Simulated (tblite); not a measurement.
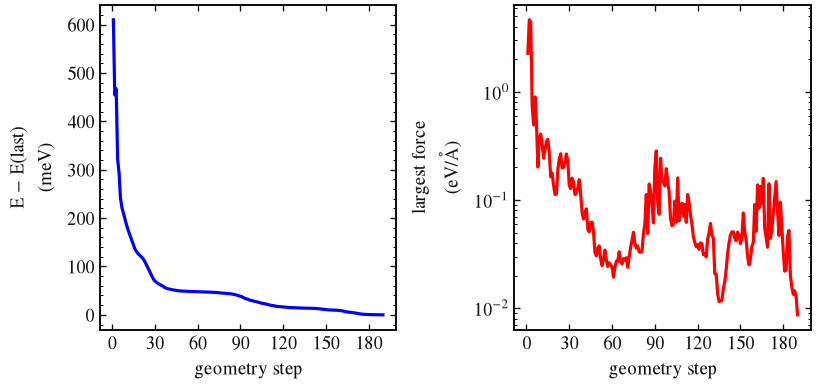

History of a geometry optimisation.

The run: C5H11NSi (SMILES CC(C)[SiH2]CC#N), by GFN2-xTB geometry optimisation, gas phase in tblite 0.8.0.

### How did it end, and what did it gain?

The optimisation met its thresholds at geometry 190, counting the start as the first. The energy fell by about 610 meV from the first step to the last, with a rise at step 3. The largest force goes from about 2.3 eV/Å at the start to 9 × 10⁻³ eV/Å at the end, with a peak of 4.7 eV/Å at step 2.
